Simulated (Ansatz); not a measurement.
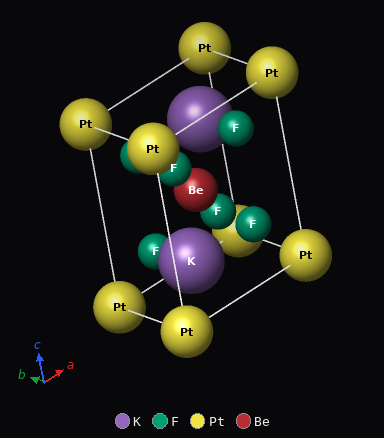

The image is a spheres-only drawing of a crystal, viewed slightly off an axis. The box is the simulation cell; atoms on or close to its faces, edges and corners are drawn wherever they repeat.

```
CELL_PARAMETERS angstrom
0.00000 4.03893 4.03893
4.03893 0.00000 4.03893
4.03893 4.03893 0.00000
ATOMIC_POSITIONS crystal
K 0.25000 0.25000 0.25000
K 0.75000 0.75000 0.75000
F 0.76200 0.23800 0.23800
F 0.23800 0.76200 0.23800
F 0.23800 0.76200 0.76200
F 0.76200 0.23800 0.76200
F 0.23800 0.23800 0.76200
F 0.76200 0.76200 0.23800
Pt 0.00000 0.00000 0.00000
Be 0.50000 0.50000 0.50000
```

Setup: Ansatz, DFT, PAW plane waves, r2SCAN; plane waves up to 500 eV, k-point mesh 6×6×6, tetrahedron occupations, no spin polarisation.

**What charge does Bader's analysis assign to each element?**

K +0.89 e; Be +1.62 e; Pt +1.51 e; F -0.82 e.

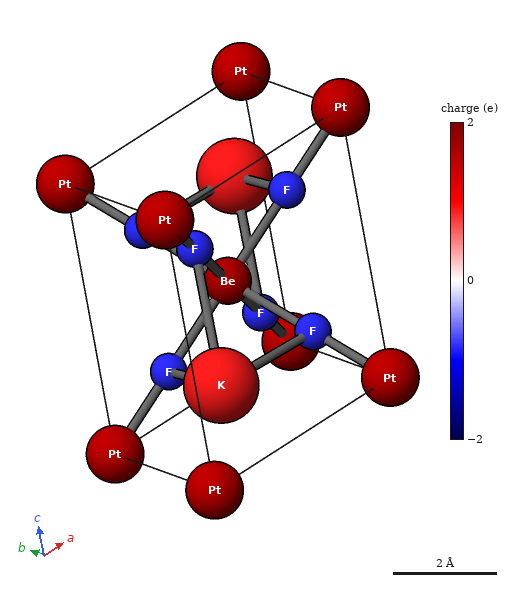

The atoms coloured by those charges.

The model is a generated cell, made by putting these elements into a known structure type (the compound may or may not exist in this form); its atoms and cell weren't optimised. Ansatz was used for an electronic-structure calculation on it.
